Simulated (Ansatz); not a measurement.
Geometry relaxation of GaN2H4Br

- system: GaN2H4Br, SMILES [NH2][Ga]([NH2])[Br]
- method: RKS PBE0-D4/def2-TZVP (Ansatz 0.2.0)

The geometry: GFN2-xTB start. Figures and captions count atoms from 1; the log counts them from 0 in places.

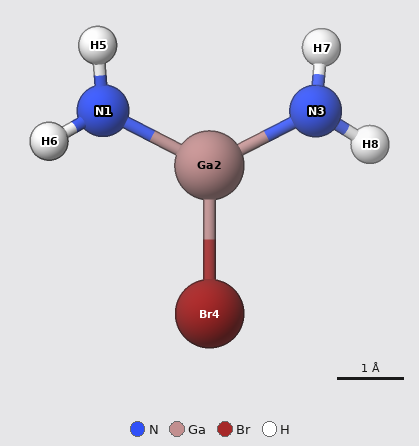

Fig. 1: The starting structure (ball-and-stick view, seen on its broad side; atoms are numbered from 1 in the order of the input). Sticks mark near contacts.

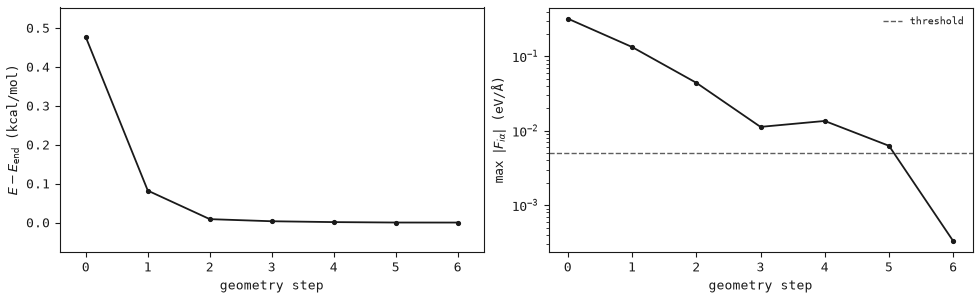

Fig. 2: Progress of the relaxation, step by step (the first geometry is step 0 here and step 1 in the log).

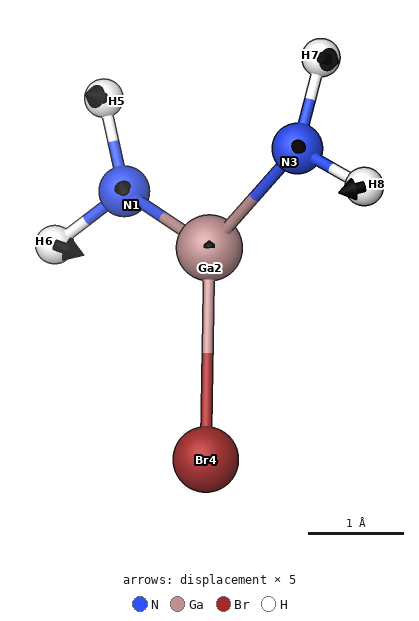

Fig. 3: The starting structure with the displacements as black arrows, magnified 5 times (ball-and-stick view, seen at a tilt). The two geometries are laid on each other by the best rigid fit. Over 6 geometry steps the energy falls by 0.48 kcal/mol. Largest force component: 0.32 eV/Å at the start, 0.00033 eV/Å at the end. H6 moves most after the best rigid fit: 0.069 Å. Largest moves by element: H 0.069 Å, N 0.033 Å, Ga 0.017 Å, Br 0.008 Å. Distances before and after: Ga2–Br4 2.265 → 2.290 Å, Ga2–N3 1.823 → 1.808 Å, N1–H5 1.012 → 1.006 Å. Among the angles that change: H5–N1–H6 109.4° → 111.7°. (Atoms are counted from 1 in the order of the input.)

The input that produced these results follows, with the program's output.

## Input file
```yaml
crystal:
  periodic: [false, false, false]
  atoms:
    - {symbol: N, position_ang: [-1.079770, 0.666200, -1.077710]}
    - {symbol: Ga, position_ang: [-0.271790, -0.278200, 0.257950]}
    - {symbol: N, position_ang: [1.505530, -0.232420, 0.660950]}
    - {symbol: Br, position_ang: [-1.584720, -1.624090, 1.520670]}
    - {symbol: H, position_ang: [-0.614730, 1.441530, -1.531710]}
    - {symbol: H, position_ang: [-2.078460, 0.839860, -1.055180]}
    - {symbol: H, position_ang: [2.187870, 0.163980, 0.027990]}
    - {symbol: H, position_ang: [1.936070, -0.976860, 1.197040]}
basis:
  gaussian: {orbitals: def2-TZVP}
hamiltonian: {xc: pbe0, dispersion: d4}
relax: {f_tol: 0.005, max_steps: 150}
```

Launched with:
```bash
ansatz run in.yaml --threads 4 --pin off --events-out ev --progress --plain --max-ram 10444MiB
```

## What the program printed
```
Functional definition: PBE0
  name "PBE0"
  cite "Adamo & Barone, J. Chem. Phys. 110, 6158 (1999) doi:10.1063/1.478522"
  cite "Perdew, Burke & Ernzerhof, Phys. Rev. Lett. 77, 3865 (1996) doi:10.1103/PhysRevLett.77.3865"
  parent pbe
  parameter a = 0.25
  parameter kappa = 0.804
  parameter beta = 0.06672455060314922
  exchange = (1 - a)*pbe_x(kappa = kappa, mu = beta*pi^2/3) + a*exact_x
  correlation = pbe_c(beta = beta)
1312 factors; their error is unknown
mean field evaluation 1: about -125441.2065 eV, gradient 8.7e1 eV
mean field evaluation 2: about -125417.3233 eV, gradient 1.3e2 eV
mean field evaluation 4: about -125454.6122 eV, gradient 4.9e0 eV
mean field evaluation 8: about -125454.6465 eV, gradient 1.1e-1 eV
mean field evaluation 16: about -125455.2670 eV, gradient 4.5e-4 eV
mean field -125455.26703852 eV, -4610.3960270314 hartree, gradient 3.0e-5 eV, S^2 0.000000; 0 other end points of the search recorded, 0 dependent functions left out
the calculation of the forces begins
reference -125455.26706734 eV, -4610.3960280906 hartree; 42, 42 occupied and 140, 140 virtual orbitals, 1312 factors
relax step   1: F+E_penalty+E_count = -125455.41859741 eV  Δ(F+E_penalty+E_count) = +0.000e0 eV  max|allowed force component| = 3.217e-1 eV/Å  Δτ_max = 0.0000 Å  (30 SCF iters, accepted)
these checks for a lower state are left out or cut short: starts, cluster_reference, orbital_swaps, neighbouring_geometries, increment
1312 factors; their error is unknown
mean field -125455.28409604 eV, -4610.3966538839 hartree, gradient 6.7e-6 eV, S^2 0.000000; 0 other end points of the search recorded, 0 dependent functions left out
the calculation of the forces begins
reference -125455.28412485 eV, -4610.3966549425 hartree; 42, 42 occupied and 140, 140 virtual orbitals, 1312 factors
relax step   2: F+E_penalty+E_count = -125455.43569784 eV  Δ(F+E_penalty+E_count) = -1.710e-2 eV  max|allowed force component| = 1.337e-1 eV/Å  Δτ_max = 0.0550 Å  (31 SCF iters, accepted)
these checks for a lower state are left out or cut short: starts, cluster_reference, orbital_swaps, neighbouring_geometries, increment
1312 factors; their error is unknown
mean field evaluation 32: about -125455.2869 eV, gradient 6.2e-6 eV
mean field -125455.28690442 eV, -4610.3967570899 hartree, gradient 6.2e-6 eV, S^2 0.000000; 0 other end points of the search recorded, 0 dependent functions left out
the calculation of the forces begins
reference -125455.28693317 eV, -4610.3967581463 hartree; 42, 42 occupied and 140, 140 virtual orbitals, 1312 factors
relax step   3: F+E_penalty+E_count = -125455.43887723 eV  Δ(F+E_penalty+E_count) = -3.179e-3 eV  max|allowed force component| = 4.422e-2 eV/Å  Δτ_max = 0.0228 Å  (32 SCF iters, accepted)
these checks for a lower state are left out or cut short: starts, cluster_reference, orbital_swaps, neighbouring_geometries, increment
1312 factors; their error is unknown
mean field -125455.28716350 eV, -4610.3967666110 hartree, gradient 6.3e-6 eV, S^2 0.000000; 0 other end points of the search recorded, 0 dependent functions left out
the calculation of the forces begins
reference -125455.28719225 eV, -4610.3967676675 hartree; 42, 42 occupied and 140, 140 virtual orbitals, 1312 factors
relax step   4: F+E_penalty+E_count = -125455.43911215 eV  Δ(F+E_penalty+E_count) = -2.349e-4 eV  max|allowed force component| = 1.130e-2 eV/Å  Δτ_max = 0.0050 Å  (33 SCF iters, accepted)
these checks for a lower state are left out or cut short: starts, cluster_reference, orbital_swaps, neighbouring_geometries, increment
1312 factors; their error is unknown
mean field -125455.28723059 eV, -4610.3967690763 hartree, gradient 6.2e-6 eV, S^2 0.000000; 0 other end points of the search recorded, 0 dependent functions left out
the calculation of the forces begins
reference -125455.28725934 eV, -4610.3967701329 hartree; 42, 42 occupied and 140, 140 virtual orbitals, 1312 factors
relax step   5: F+E_penalty+E_count = -125455.43920668 eV  Δ(F+E_penalty+E_count) = -9.453e-5 eV  max|allowed force component| = 1.357e-2 eV/Å  Δτ_max = 0.0064 Å  (33 SCF iters, accepted)
these checks for a lower state are left out or cut short: starts, cluster_reference, orbital_swaps, neighbouring_geometries, increment
1312 factors; their error is unknown
mean field -125455.28723813 eV, -4610.3967693532 hartree, gradient 6.2e-6 eV, S^2 0.000000; 0 other end points of the search recorded, 0 dependent functions left out
the calculation of the forces begins
reference -125455.28726689 eV, -4610.3967704101 hartree; 42, 42 occupied and 140, 140 virtual orbitals, 1312 factors
relax step   6: F+E_penalty+E_count = -125455.43925377 eV  Δ(F+E_penalty+E_count) = -4.709e-5 eV  max|allowed force component| = 6.292e-3 eV/Å  Δτ_max = 0.0069 Å  (34 SCF iters, accepted)
these checks for a lower state are left out or cut short: starts, cluster_reference, orbital_swaps, neighbouring_geometries, increment
1312 factors; their error is unknown
mean field -125455.28724500 eV, -4610.3967696057 hartree, gradient 6.2e-6 eV, S^2 0.000000; 0 other end points of the search recorded, 0 dependent functions left out
the calculation of the forces begins
reference -125455.28727376 eV, -4610.3967706626 hartree; 42, 42 occupied and 140, 140 virtual orbitals, 1312 factors
relax step   7: F+E_penalty+E_count = -125455.43925840 eV  Δ(F+E_penalty+E_count) = -4.630e-6 eV  max|allowed force component| = 3.297e-4 eV/Å  Δτ_max = 0.0012 Å  (34 SCF iters, accepted)
1312 factors; their error is unknown
mean field evaluation 64: about -125455.2870 eV, gradient 4.8e-1 eV
mean field -125455.28724500 eV, -4610.3967696057 hartree, gradient 6.2e-6 eV, S^2 0.000000; 1 other end points of the search recorded, 0 dependent functions left out
the calculation of the forces begins
reference -125455.28727376 eV, -4610.3967706626 hartree; 42, 42 occupied and 140, 140 virtual orbitals, 1312 factors
Total energy: -125455.43928716 eV, -4610.4023570523 hartree
Atom 0 at    -1.060877     0.687679    -1.060816 Å, force    -0.000232    -0.000198     0.000176 eV/Å
Atom 1 at    -0.261342    -0.267308     0.250462 Å, force    -0.000330    -0.000256     0.000211 eV/Å
Atom 2 at     1.505564    -0.232907     0.634548 Å, force    -0.000098    -0.000155     0.000268 eV/Å
Atom 3 at    -1.591050    -1.627313     1.524894 Å, force     0.000292     0.000290    -0.000275 eV/Å
Atom 4 at    -0.612404     1.482159    -1.485340 Å, force     0.000204     0.000151    -0.000128 eV/Å
Atom 5 at    -2.063134     0.775120    -1.074546 Å, force    -0.000023     0.000037    -0.000055 eV/Å
Atom 6 at     2.182317     0.123574    -0.019261 Å, force     0.000115     0.000168    -0.000214 eV/Å
Atom 7 at     1.900926    -0.941004     1.230059 Å, force     0.000072    -0.000038     0.000017 eV/Å
Dipole moment:     0.318543     0.325833    -0.305221 e Å
```

## Trajectory as extended XYZ (Å, eV, eV/Å), 7 frames, from step=1 to step=7
```
8
Properties=species:S:1:pos:R:3:forces:R:3 step=1 energy=-125455.41860
N    -1.0798    0.6662   -1.0777   -0.0864   0.2041   0.0321
Ga   -0.2718   -0.2782    0.2580    0.3041   0.3217  -0.3043
N     1.5055   -0.2324    0.6610    0.1709  -0.1229  -0.0870
Br   -1.5847   -1.6241    1.5207   -0.1844  -0.1869   0.1759
H    -0.6147    1.4415   -1.5317    0.0262  -0.1831   0.1236
H    -2.0785    0.8399   -1.0552    0.2788  -0.1936   0.0909
H     2.1879    0.1640    0.0280   -0.2278  -0.0095   0.0529
H     1.9361   -0.9769    1.1970   -0.2814   0.1703  -0.0840
8
Properties=species:S:1:pos:R:3:forces:R:3 step=2 energy=-125455.43570
N    -1.0610    0.6716   -1.0747   -0.0752   0.1337  -0.0061
Ga   -0.2697   -0.2755    0.2569    0.0809   0.0871  -0.0871
N     1.5018   -0.2234    0.6455    0.1295  -0.0731  -0.0332
Br   -1.5960   -1.6332    1.5312   -0.0141  -0.0133   0.0126
H    -0.6056    1.4728   -1.4874    0.0080  -0.1172   0.0663
H    -2.0626    0.8008   -1.0717    0.1251  -0.0877   0.0379
H     2.1773    0.1341   -0.0141   -0.1308  -0.0010   0.0374
H     1.9158   -0.9472    1.2143   -0.1233   0.0713  -0.0278
8
Properties=species:S:1:pos:R:3:forces:R:3 step=3 energy=-125455.43888
N    -1.0568    0.6770   -1.0713   -0.0216   0.0360  -0.0070
Ga   -0.2638   -0.2701    0.2514   -0.0014   0.0009  -0.0022
N     1.5026   -0.2237    0.6389    0.0442  -0.0194  -0.0008
Br   -1.5924   -1.6286    1.5268   -0.0066  -0.0067   0.0059
H    -0.6082    1.4855   -1.4698    0.0112  -0.0080  -0.0048
H    -2.0585    0.7787   -1.0751    0.0047  -0.0200   0.0056
H     2.1749    0.1171   -0.0284   -0.0095   0.0129  -0.0031
H     1.9021   -0.9359    1.2275   -0.0209   0.0042   0.0065
8
Properties=species:S:1:pos:R:3:forces:R:3 step=4 energy=-125455.43911
N    -1.0581    0.6811   -1.0688    0.0038   0.0113   0.0074
Ga   -0.2624   -0.2683    0.2507   -0.0060  -0.0046   0.0019
N     1.5046   -0.2268    0.6372    0.0044  -0.0025  -0.0085
Br   -1.5921   -1.6280    1.5265    0.0042   0.0044  -0.0043
H    -0.6100    1.4872   -1.4724   -0.0053  -0.0073  -0.0036
H    -2.0603    0.7745   -1.0760    0.0024  -0.0030  -0.0007
H     2.1777    0.1171   -0.0275   -0.0013   0.0009   0.0062
H     1.9006   -0.9368    1.2304   -0.0022   0.0007   0.0016
8
Properties=species:S:1:pos:R:3:forces:R:3 step=5 energy=-125455.43921
N    -1.0596    0.6842   -1.0658    0.0097  -0.0044   0.0126
Ga   -0.2615   -0.2676    0.2501   -0.0010   0.0008  -0.0017
N     1.5056   -0.2297    0.6361   -0.0136   0.0014  -0.0054
Br   -1.5913   -1.6272    1.5254    0.0019   0.0020  -0.0021
H    -0.6116    1.4855   -1.4784   -0.0057  -0.0008  -0.0036
H    -2.0618    0.7740   -1.0746   -0.0013   0.0031  -0.0035
H     2.1803    0.1199   -0.0237    0.0048  -0.0017   0.0039
H     1.8999   -0.9391    1.2308    0.0052  -0.0003  -0.0001
8
Properties=species:S:1:pos:R:3:forces:R:3 step=6 energy=-125455.43925
N    -1.0611    0.6876   -1.0609    0.0017   0.0053  -0.0043
Ga   -0.2610   -0.2670    0.2501   -0.0061  -0.0063   0.0059
N     1.5056   -0.2331    0.6346    0.0059   0.0027  -0.0028
Br   -1.5909   -1.6271    1.5248    0.0018   0.0019  -0.0018
H    -0.6130    1.4828   -1.4846    0.0004  -0.0011  -0.0004
H    -2.0633    0.7748   -1.0752   -0.0006  -0.0019   0.0021
H     2.1825    0.1226   -0.0195   -0.0007   0.0008   0.0006
H     1.9012   -0.9406    1.2308   -0.0025  -0.0013   0.0007
8
Properties=species:S:1:pos:R:3:forces:R:3 step=7 energy=-125455.43926
N    -1.0609    0.6877   -1.0608   -0.0002  -0.0002   0.0002
Ga   -0.2613   -0.2673    0.2505   -0.0003  -0.0003   0.0002
N     1.5056   -0.2329    0.6345   -0.0001  -0.0002   0.0003
Br   -1.5911   -1.6273    1.5249    0.0003   0.0003  -0.0003
H    -0.6124    1.4822   -1.4853    0.0002   0.0002  -0.0001
H    -2.0631    0.7751   -1.0745    0.0000   0.0000  -0.0001
H     2.1823    0.1236   -0.0193    0.0001   0.0002  -0.0002
H     1.9009   -0.9410    1.2301    0.0001   0.0000   0.0000
```

## Summary

- outcome: converged
- total energy: −125455.4393 eV
- mean-field energy: −125455.2873 eV
- dispersion energy: −0.1520 eV
- SCF solution under orbital rotations: stable
- largest force (length of the vector) at the end: under 0.001 eV/Å
- dipole moment: 2.63 D
- hardware: 4 threads of Arm Neoverse V1, 23 GiB of memory available, shared host
- wall time: 28 s (CPU time 1.8 min)
- peak memory: 0.54 GiB
